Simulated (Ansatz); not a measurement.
**Si2NH6F (SMILES F[SiH2]N[SiH3]) at BHLYP/cc-pVDZ**

Aim: the electronic atomisation energy of Si2NH6F at BHLYP/cc-pVDZ, from 5 runs. 

Program for the calculation: Ansatz 0.2.0.

69 further runs of the same task are left out: 69 set aside as unsound or not needed.

**1. Starting point**

Si2NH6F: 10 atoms, total charge 0, spin state singlet. SMILES: `F[SiH2]N[SiH3]`. Geometry: relaxed at PBE0-D4/def2-TZVP. This is one conformer, not always the lowest.

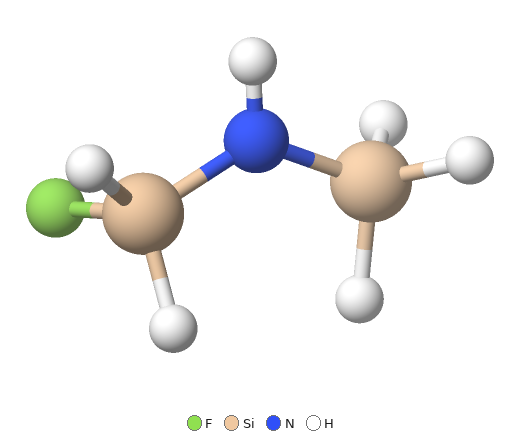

Viewed from a chosen angle; fluorine green, silicon light orange, nitrogen blue, hydrogen white.

**2. A single-point energy at BHLYP/cc-pVDZ**

run.yaml

```yaml
crystal:
  periodic: [false, false, false]
  atoms:
    - {symbol: F, position_ang: [-1.561500, 0.994300, -1.776700]}
    - {symbol: Si, position_ang: [-0.375000, 1.301800, -0.745900]}
    - {symbol: N, position_ang: [0.514800, -0.094800, -0.335900]}
    - {symbol: Si, position_ang: [0.194800, -1.236100, 0.928700]}
    - {symbol: H, position_ang: [0.517200, 2.267200, -1.426700]}
    - {symbol: H, position_ang: [-1.010100, 1.839400, 0.475900]}
    - {symbol: H, position_ang: [1.264300, -0.336200, -0.970000]}
    - {symbol: H, position_ang: [1.391500, -1.422100, 1.791600]}
    - {symbol: H, position_ang: [-0.186300, -2.569800, 0.392000]}
    - {symbol: H, position_ang: [-0.924400, -0.683300, 1.730300]}
basis:
  gaussian:
    orbitals: cc-pVDZ
accuracy: high
hamiltonian:
  xc: {name: BHLYP}
output: {orbitals: {seedname: orbitals}}
```

Run with:

```console
ansatz run run.yaml --threads 1 --pin off --max-ram 3480MiB --events-out events.jsonl --progress --plain --runs-dir runs
```

The program printed:

```text
Warning: RAYON_NUM_THREADS=1 ignored (pool sized by the plan → 1); use --threads N
Functional definition: BHLYP
  name "BHLYP"
  parameter a = 0.5
  exchange = (1 - a)*b88_x + a*exact_x
  correlation = lyp_c
2240 factors; integrals over basis functions are off by at most 3.7e-9 eV
mean field evaluation 1: about -20055.9549 eV, gradient 4.8e1 eV
mean field evaluation 2: about -20054.8596 eV, gradient 5.3e1 eV
mean field evaluation 4: about -20060.1269 eV, gradient 1.6e0 eV
mean field evaluation 8: about -20060.4647 eV, gradient 9.5e-2 eV
mean field evaluation 16: about -20060.4648 eV, gradient 1.6e-5 eV
mean field -20060.46482229 eV, -737.2084847475 hartree, gradient 7.2e-8 eV, S^2 0.000000; 0 other end points of the search recorded, 0 dependent functions left out
reference -20060.46485226 eV, -737.2084858490 hartree; 25, 25 occupied and 69, 69 virtual orbitals, 2240 factors
Total energy: -20060.46485226 eV, -737.2084858490 hartree
```

It took 8.4 s on 1 thread of Intel Xeon Platinum 8488C (Sapphire Rapids), shared host; peak memory 0.36 GiB.

**3. The F atom**

input.yaml

```yaml
crystal:
  periodic: [false, false, false]
  atoms:
    - {symbol: F, position_ang: [0.000000, 0.000000, 0.000000]}
basis:
  gaussian: {orbitals: cc-pVDZ}
magnetization: {spin_polarized: true, initial_magnetization: 1}
hamiltonian: {xc: {name: BHLYP}}
accuracy: high
```

Run the same way, it converges to -99.70476 Eh (log not shown).

**4. The H atom at the same level**

run.yaml

```yaml
crystal:
  periodic: [false, false, false]
  atoms:
    - symbol: H
      position_ang: [0.000000, 0.000000, 0.000000]
basis:
  gaussian:
    orbitals: cc-pVDZ
magnetization:
  spin_polarized: true
  initial_magnetization: 1
hamiltonian:
  xc: {name: BHLYP}
accuracy: high
```

Run with:

```console
ansatz run run.yaml --threads 1 --pin off --max-ram 3480MiB --events-out events.jsonl --progress --plain --runs-dir runs
```

The program printed:

```text
Warning: RAYON_NUM_THREADS=1 ignored (pool sized by the plan → 1); use --threads N
Functional definition: BHLYP
  name "BHLYP"
  parameter a = 0.5
  exchange = (1 - a)*b88_x + a*exact_x
  correlation = lyp_c
15 factors; integrals over basis functions are off by at most 4.6e-8 eV
mean field evaluation 1: about -13.5381 eV, gradient 8.2e-1 eV
mean field evaluation 2: about -13.5466 eV, gradient 1.5e-1 eV
mean field evaluation 4: about -13.5469 eV, gradient 9.6e-5 eV
mean field evaluation 8: about -13.5469 eV, gradient 2.7e-11 eV
mean field -13.54688247 eV, -0.4978387483 hartree, gradient 6.4e-11 eV, S^2 0.750000; 0 other end points of the search recorded, 0 dependent functions left out
reference -13.54689547 eV, -0.4978392260 hartree; 1, 0 occupied and 4, 5 virtual orbitals, 15 factors
Total energy: -13.54689547 eV, -0.4978392260 hartree
```

It took 0.08 s on 1 thread of Intel Xeon Platinum 8488C (Sapphire Rapids), shared host.

**5. The N atom**

input.yaml

```yaml
crystal:
  periodic: [false, false, false]
  atoms:
    - {symbol: N, position_ang: [0.000000, 0.000000, 0.000000]}
basis:
  gaussian: {orbitals: cc-pVDZ}
magnetization: {spin_polarized: true, initial_magnetization: 3}
hamiltonian: {xc: {name: BHLYP}}
accuracy: high
```

Run the same way, it converges to -54.57788 Eh (log not shown).

**6. The Si atom at the same level**

run.yaml

```yaml
crystal:
  periodic: [false, false, false]
  atoms:
    - {symbol: Si, position_ang: [0.000000, 0.000000, 0.000000]}
basis:
  gaussian:
    orbitals: cc-pVDZ
magnetization:
  spin_polarized: true
  initial_magnetization: 2
hamiltonian:
  xc: {name: BHLYP}
accuracy: high
```

Run the same way, it converges to -289.37534 Eh (log not shown).

**7. What came out**

At BHLYP/cc-pVDZ:

| quantity | value |
| --- | --- |
| molecule: total energy | -737.20849 Eh |
| molecule: HOMO energy | -9.21 eV |
| molecule: LUMO energy | 1.45 eV |
| molecule: HOMO–LUMO gap | 10.66 eV |
| F atom: total energy | -99.70476 Eh |
| F atom: ⟨S²⟩ | 0.751 |
| H atom: total energy | -0.49784 Eh |
| H atom: ⟨S²⟩ | 0.750 |
| N atom: total energy | -54.57788 Eh |
| N atom: ⟨S²⟩ | 3.752 |
| Si atom: total energy | -289.37534 Eh |
| Si atom: ⟨S²⟩ | 2.005 |
| electronic atomisation energy | 32.330 eV |

**Reading.** Taking the molecule apart into free atoms costs 32.33 eV (746 kcal/mol), before zero-point energy and without spin-orbit coupling.
